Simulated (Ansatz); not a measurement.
**C8H6BF3Se (SMILES FB(F)c1ccc(F)c2c1[Se]CC2): density, localisation and related maps**

The calculation's input:

```
crystal:
  periodic: [false, false, false]
  atoms:
    - symbol: C
      position_ang: [-0.216502, -0.486358, -0.947512]
    - symbol: C
      position_ang: [0.439111, 0.673214, -1.405530]
    - symbol: C
      position_ang: [1.811467, 0.836175, -1.288371]
    - symbol: C
      position_ang: [2.550745, -0.180006, -0.685339]
    - symbol: C
      position_ang: [1.963341, -1.347601, -0.218930]
    - symbol: C
      position_ang: [0.575472, -1.493309, -0.365390]
    - symbol: C
      position_ang: [1.853376, -3.719058, 0.371886]
    - symbol: C
      position_ang: [2.679953, -2.446629, 0.510408]
    - symbol: B
      position_ang: [-1.746930, -0.592832, -1.096863]
    - symbol: F
      position_ang: [-2.427055, -1.629476, -0.632221]
    - symbol: F
      position_ang: [-2.448217, 0.359909, -1.689714]
    - symbol: F
      position_ang: [3.865672, -0.026452, -0.544090]
    - symbol: Se
      position_ang: [-0.029107, -3.162678, 0.312614]
    - symbol: H
      position_ang: [-0.156157, 1.463430, -1.869193]
    - symbol: H
      position_ang: [2.324089, 1.730420, -1.645438]
    - symbol: H
      position_ang: [1.994492, -4.415222, 1.208892]
    - symbol: H
      position_ang: [2.073154, -4.245257, -0.568565]
    - symbol: H
      position_ang: [2.766396, -2.162975, 1.575092]
    - symbol: H
      position_ang: [3.704316, -2.588342, 0.133858]
basis:
  gaussian:
    orbitals: def2-SVPD
hamiltonian:
  xc: pbe0
output: {forces: true, orbitals: {seedname: orbitals}}
```

Command:

```sh
ansatz run input.yaml --threads 8 --pin off --max-ram 13920MiB --events-out events.jsonl --progress --plain --runs-dir runs
```

Geometry: PBE0-D3(BJ)/def2-SVP.

All numbers below come from isolated molecule in a Gaussian basis; Kohn-Sham density functional theory, functional PBE0 in Ansatz.

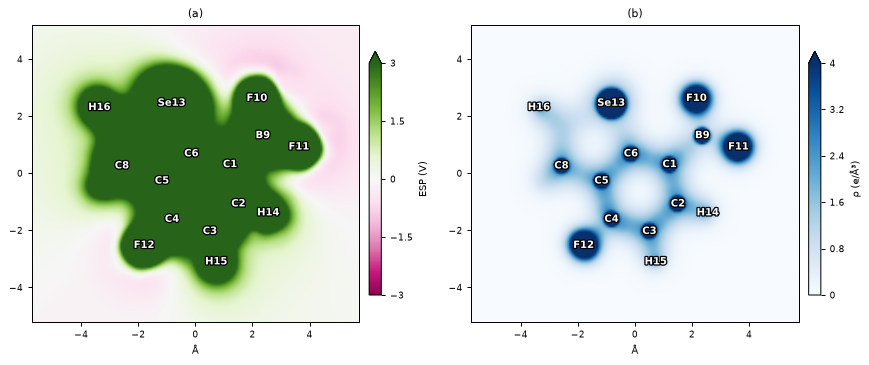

Figure 1. (a) molecular electrostatic potential; (b) total electron density on the plane of atoms C5, C4 and F12.

Read the bonding off the picture.

Atoms in the plane: C, B, F, Se and H.
B–F (1.32 Å): ρ is about 2.2 e/Å³ halfway.
C–F (1.33 Å): the density is about 2.4 e/Å³ at the midpoint.
C–C (1.39 Å): the density is about 2.1 e/Å³ at the midpoint.
C–B (1.54 Å): ρ at the midpoint is about 1.5 e/Å³.
C–Se (1.90 Å): the density is about 1.1 e/Å³ at the midpoint.
Outside the dense part of the molecule the potential is most negative (−0.9 V) near F10.

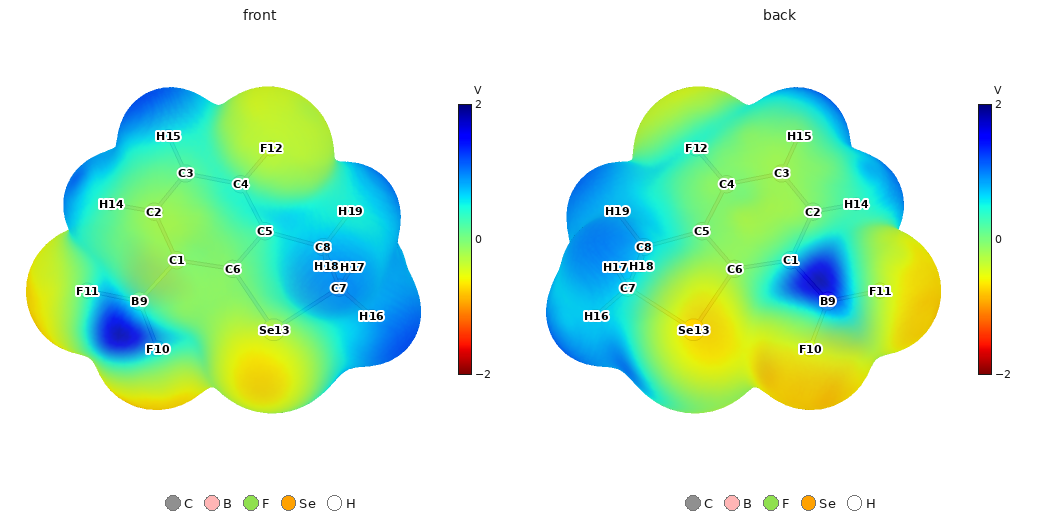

Figure 2. The molecular electrostatic potential painted on the density surface at 0.002 e/bohr³, seen from the front and from behind; the colour scale runs from red (negative) to blue (positive).

Describe the electrostatic potential map.

The most negative region (about −0.8 V) lies over F10 and F11, the most positive (about +1.6 V) over B9.

What dipole moment does the calculation give?

Its dipole moment is 2.56 D.

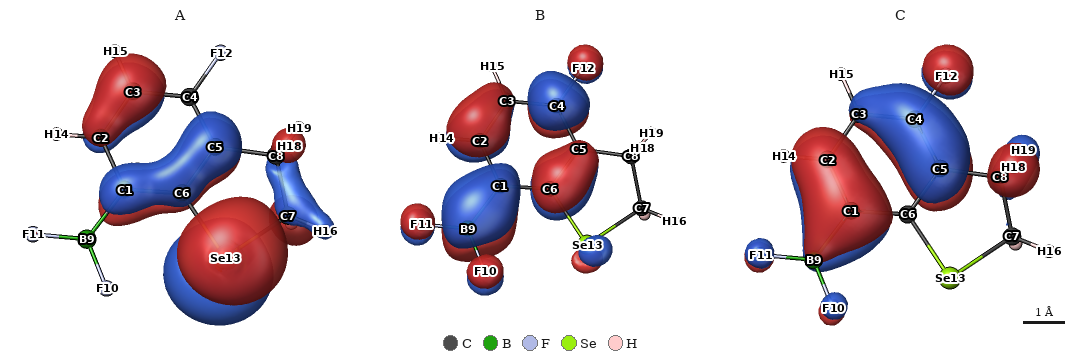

Figure 3. Three frontier orbitals at ±0.08 Å⁻³ᐟ² (red and blue are the two phases), in no order.

Order the three orbitals by energy and name them.

C is the HOMO−1 (−7.65 eV). By Hirshfeld shares it lies mainly on C1 (about 20 %), C4 (about 20 %), C5 (about 15 %), C2 (about 15 %) and F12 (about 10 %). A is the HOMO (−6.27 eV). It lies mainly on Se13 (about 60 %), C3 (about 10 %), C5 (about 5 %) and C6 (about 5 %). B is the LUMO (−1.55 eV). By Hirshfeld shares it lies mainly on B9 (about 20 %), C4 (about 15 %), C1 (about 15 %), C6 (about 10 %) and C2 (about 10 %).

What is the HOMO–LUMO gap?

4.72 eV between the orbital energies.
